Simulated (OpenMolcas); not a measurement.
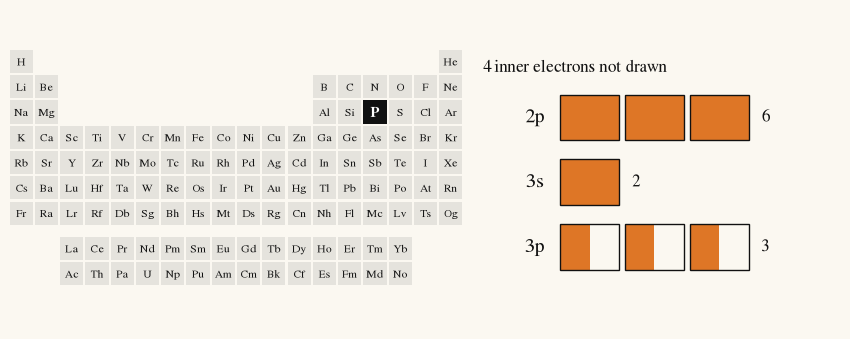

*Left, the place of phosphorus in the periodic table; right, the outer shells of the leading configuration of the lowest level: a box for each of the 2l + 1 orbitals, shaded by the share of the shell that is filled, with the electron count at the right.*

Multiconfigurational calculation for P

- system: P.
- method: state-averaged SS-CASPT2, IPEA shift 0.25, imaginary shift 0.1 hartree, closed shells 2s 2p 3s correlated, active space 3 electrons in the shell 3p, basis ANO-RCC-VTZP, DKH2 scalar Hamiltonian, spin-orbit coupling by RASSI with atomic mean-field integrals (OpenMolcas)

## Key numbers

| quantity | value |
| --- | --- |
| outcome | converged |
| lowest level | 3p³ ⁴S°₃/₂ |
| first excited level | 3p³ ²D°₃/₂, 12,027 cm⁻¹ |
| energy of the lowest spin-free term | −341.63402 hartree |
| energy of the lowest spin-orbit level | −341.63403 hartree |
| CASPT2 correlation energy | −0.1000 hartree |
| largest spread among components of a term | 171.6 cm⁻¹ |
| lowest reference weight | 0.938 |
| hardware | 1 thread of Arm Neoverse V1, 24 GiB of memory available, shared host |
| wall time | 0.93 s |

## Remarks

The components of ²P°, which symmetry makes degenerate, are split by 172 cm⁻¹ in CASPT2, and those of 1 more by over 50 cm⁻¹. This is an artefact; the levels of such states rest on averages and are uncertain by about as much. The run is of multi-state type; this report uses its single-state energies. Limits: closed s shell leaves the highest p terms too high; only configurations of the active space are included.

## Input
```
&GATEWAY
Coord
1

P 0.0 0.0 0.0
Basis=ANO-RCC-VTZP
Group=XYZ
NoMove
AngMom=0.0 0.0 0.0
AMFI
&SEWARD
&RASSCF
FileOrb=start.orb
Symmetry=2
Spin=4
nActEl=3 0 0
Inactive=3 3
Ras2=0 3
CIRoot=1 1 1
SDav=1
CIMx=300
Iter=120 100
PrWF=0.3
OrbListing=Nothing
MaxOrb=0
Atom
>>> COPY $Project.JobIph JOB001
&RASSCF
FileOrb=start.orb
Symmetry=2
Spin=2
nActEl=3 0 0
Inactive=3 3
Ras2=0 3
CIRoot=8 8 1
SDav=8
CIMx=300
Iter=120 100
PrWF=0.3
OrbListing=Nothing
MaxOrb=0
Atom
>>> COPY $Project.JobIph JOB002
&RASSI
NrOfJobIphs=2 1 8
1
1 2 3 4 5 6 7 8
IphNames
JOB001
JOB002
EJob
SpinOrbit
DIPRint=1.0
SOCoupling=1000.0
Subsets=2
MEES
Property=10
'ANGMOM' 1 'ANGMOM' 2 'ANGMOM' 3 'MLTPL  1' 1 'MLTPL  1' 2 'MLTPL  1' 3
'AMFI' 1 'AMFI' 2 'AMFI' 3 'MLTPL  2' 6
SOProperty=3
'ANGMOM' 1 'ANGMOM' 2 'ANGMOM' 3
>>> COPY JOB001 $Project.JobIph
&CASPT2
Multistate=1 1
Frozen=1 0
IPEA=0.25
Imaginary=0.1
MaxIter=60
WThr=0.0 0.3 0.05
PrWF=0.5
NoMix
>>> COPY JOB002 $Project.JobIph
&CASPT2
Multistate=8 1 2 3 4 5 6 7 8
Frozen=1 0
IPEA=0.25
Imaginary=0.1
MaxIter=60
WThr=0.0 0.3 0.05
PrWF=0.5
NoMix
```

The file start.orb holds starting orbitals from an earlier step. A driver script formed the levels outside the program, from RASSI's spin-orbit matrix and the CASPT2 energies (for multi-state variants, the effective Hamiltonian), averaged over the components of each term or state. The log and the time are those of the CASPT2 step.

Run as:
```bash
OMP_NUM_THREADS=1 MOLCAS_MEM=2252 MOLCAS_PROJECT=a pymolcas a.inp > a.log  # once for each step of the input, in one work folder
```

## The program's output (extracts)
```
--- CASPT2 ---
Orbital specifications:
      -----------------------

      Symmetry species                           1   2
                                                ag  au
      Frozen orbitals                            1   0
      Inactive orbitals                          2   3
      Active orbitals                            0   3
      Secondary orbitals                        12  13
      Deleted orbitals                           0   0
      Number of basis functions                 15  19
Type of calculation                        SS-CASPT2
      Fock operator                              state-specific
      IPEA shift                                 0.25
      Real shift                                 0.00
      Imaginary shift                            0.10
      The input orbitals will be transformed to quasi-canonical
Reference energy:        -341.5339777720
      E2 (Non-variational):      -0.0997749409
      Shift correction:          -0.0002676005
      E2 (Variational):          -0.1000425414
      Total energy:            -341.6340203134
      Residual norm:              0.0000001573
      Reference weight:           0.95625
      Contributions to the CASPT2 correlation energy
      Active & Virtual Only:         -0.0196290436
      One Inactive Excited:          -0.0559789226
      Two Inactive Excited:          -0.0241669747
::    CASPT2 Root  1     Total energy:   -341.63402031
--- CASPT2 ---
Orbital specifications:
      -----------------------

      Symmetry species                           1   2
                                                ag  au
      Frozen orbitals                            1   0
      Inactive orbitals                          2   3
      Active orbitals                            0   3
      Secondary orbitals                        12  13
      Deleted orbitals                           0   0
      Number of basis functions                 15  19
Type of calculation                        MS-CASPT2
      Fock operator                              state-specific
      IPEA shift                                 0.25
      Real shift                                 0.00
      Imaginary shift                            0.10
      The input orbitals will be transformed to quasi-canonical
Reference energy:        -341.4638922090
      E2 (Non-variational):      -0.1153290744
      Shift correction:          -0.0003937041
      E2 (Variational):          -0.1157227784
      Total energy:            -341.5796149874
      Residual norm:              0.0000000499
      Reference weight:           0.94411
      Contributions to the CASPT2 correlation energy
      Active & Virtual Only:         -0.0298038032
      One Inactive Excited:          -0.0606927981
      Two Inactive Excited:          -0.0248324730
Reference energy:        -341.4638922090
      E2 (Non-variational):      -0.1149669920
      Shift correction:          -0.0003861475
      E2 (Variational):          -0.1153531395
      Total energy:            -341.5792453484
      Residual norm:              0.0000000497
      Reference weight:           0.94466
      Contributions to the CASPT2 correlation energy
      Active & Virtual Only:         -0.0296801170
      One Inactive Excited:          -0.0604547104
      Two Inactive Excited:          -0.0248321646
::    CASPT2 Root  1     Total energy:   -341.57961499
::    CASPT2 Root  2     Total energy:   -341.57924535
::    CASPT2 Root  3     Total energy:   -341.57889068
::    CASPT2 Root  4     Total energy:   -341.57917918
::    CASPT2 Root  5     Total energy:   -341.57905863
::    CASPT2 Root  6     Total energy:   -341.54210400
::    CASPT2 Root  7     Total energy:   -341.54132231
::    CASPT2 Root  8     Total energy:   -341.54144922
::    MS-CASPT2 Root  1     Total energy:   -341.58021712
::    MS-CASPT2 Root  2     Total energy:   -341.57945549
::    MS-CASPT2 Root  3     Total energy:   -341.57902360
::    MS-CASPT2 Root  4     Total energy:   -341.57878281
::    MS-CASPT2 Root  5     Total energy:   -341.57852258
::    MS-CASPT2 Root  6     Total energy:   -341.54229962
::    MS-CASPT2 Root  7     Total energy:   -341.54170489
::    MS-CASPT2 Root  8     Total energy:   -341.54085825
```

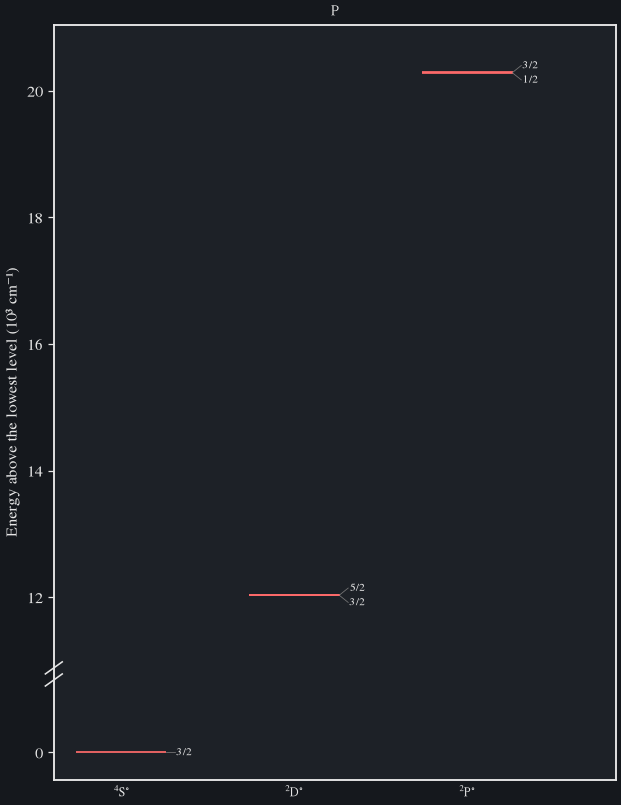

*Level diagram of P I (neutral phosphorus).*

The lowest level is 3p³ ⁴S°₃/₂. The first excited level, 3p³ ²D°₃/₂, lies at 12,000 cm⁻¹. All levels drawn have odd parity, so no electric dipole line joins them. The leading LS term holds 100 % of a level on average. The ground level has g = 2.002. Spin-orbit coupling puts the ground level 2.50 cm⁻¹ below the lowest spin-free term.

| Configuration | Level | E (cm⁻¹) | Landé g |
| --- | --- | --- | --- |
| 3p³ | ⁴S°₃/₂ | 0 | 2.002 |
| 3p³ | ²D°₃/₂ | 12,030 | 0.800 |
| 3p³ | ²D°₅/₂ | 12,030 | 1.200 |
| 3p³ | ²P°₁/₂ | 20,280 | 0.666 |
| 3p³ | ²P°₃/₂ | 20,290 | 1.334 |
